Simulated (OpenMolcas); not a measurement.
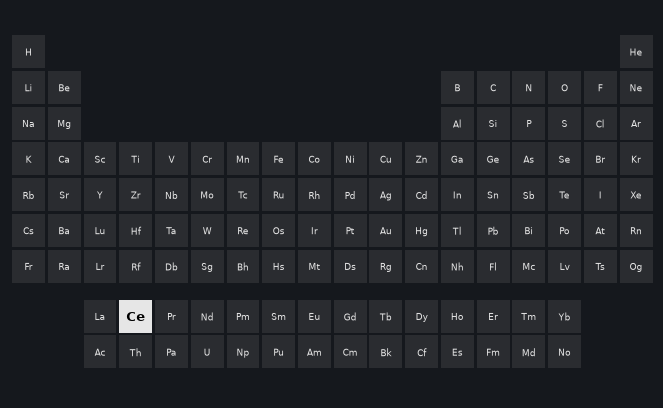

Figure 1. The place of cerium in the periodic table.

Ce²⁺: multiconfigurational calculation

System: Ce²⁺.
Method: state-averaged CASSCF, active space 2 electrons in the shell 4f, basis ANO-RCC-MB, DKH3 scalar Hamiltonian, spin-orbit coupling by RASSI with atomic mean-field integrals (OpenMolcas).

### The input
```
&GATEWAY
Coord
1

Ce 0.0 0.0 0.0
Basis=ANO-RCC-MB
Group=XYZ
NoMove
AngMom=0.0 0.0 0.0
AMFI
&SEWARD
Relativistic=R03O02
&RASSCF
FileOrb=start.orb
Symmetry=1
Spin=3
nActEl=3 0 0
Inactive=15 12
Ras2=0 7
CIRoot=21 21 1
SDav=21
CIMx=300
Iter=52 100
PrWF=0.3
OrbListing=Nothing
MaxOrb=0
Atom
>>> COPY $Project.JobIph JOB001
```

The file start.orb holds starting orbitals from an earlier step.

Hardware: 1 CPU thread, shared host.

Run as:
```bash
OMP_NUM_THREADS=1 MOLCAS_MEM=2252 MOLCAS_PROJECT=a pymolcas a.inp > a.log  # once for each step of the input, in one work folder
```

### The program's output (extracts)
```
--- SEWARD ---
Basis set label: CE.ANO-RCC...6S5P3D1F.

      Electronic valence basis set:
      ------------------
      Associated Effective Charge  58.000000 au
      Associated Actual Charge     58.000000 au
      Nuclear Model: Point charge

      Shell  nPrim  nBasis  Cartesian Spherical Contaminant
         s      25       6        X
         p      22       5        X
         d      15       3                 X
         f      11       1                 X
Relativistic=R03O02
                  Relativistic Douglas-Kroll-Hess integrals:
                    - DKH order of Hamiltonian: 3
                    - DKH order of Properties : 2
--- RASSCF ---

 Nr of active orbitals     NAC=   7
 Spin degeneracy         ISPIN=   3
 There can be no such wave function.
 ************************************************
--- Stop Module: rasscf at  /rc=_RC_INPUT_ERROR_ ---
.####################.
.# User input error #.
.####################.
```

### Outcome

| quantity | value |
| --- | --- |
| outcome | refused by the program |

### Diagnosis

The input is odd on purpose: wrong electron count. The program refused the input; the driver noted: RASSCF spin 3: _RC_INPUT_ERROR_.
